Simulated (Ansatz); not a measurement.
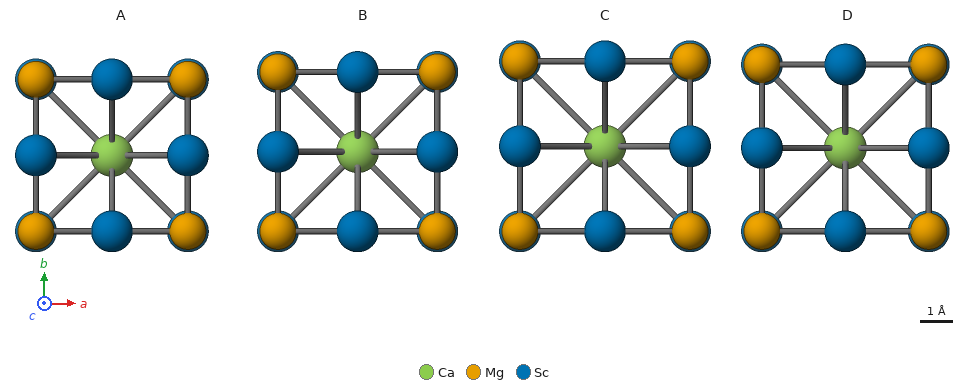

4 geometries from one relaxation of crystalline CaMgSc$_{3}$ (a generated structure, set up in Pm-3m) (coarse preliminary run), in shuffled order. The picture is a ball-and-stick view of the cell of the calculation, seen along the c axis.

Theory: DFT PBE, scalar-relativistic, plane waves, PAW (Ansatz 0.2.0). Set-up: plane-wave cutoff 420 eV; k-point mesh 4 × 4 × 4; occupations gaussian; smearing width 0.1 eV; no spin polarisation; cell and atoms relaxed; force threshold 0.04 eV/Å; at most 70 steps.

Order the frames from highest to lowest energy.

A, B, D, C. They are steps 0, 1, 2, 6, at +422 meV per atom, +133 meV per atom, +12.5 meV per atom relative to the last. The atoms keep their places relative to the cell (all moves are under 0.005 Å). The drawn cell changes as follows: a = b = c 4.812 → 5.386 Å (+11.9 %); the volume changes by +40.3 %. Near-neighbour distances that change, for instance: Ca–Sc 3.403 → 3.809 Å, Mg–Sc 2.406 → 2.693 Å. The space group stays Pm-3m (No. 221). The energy falls by 422 meV per atom in 4 accepted moves (6 points after the start). All forces vanish by symmetry, so only the cell relaxes. The pressure goes from 19.33 to 0.02 GPa. The SCF was repeated twice at an unchanged geometry on a basis and grid sized afresh for the cell, which shifted the energy by 2.1 meV per atom at most.
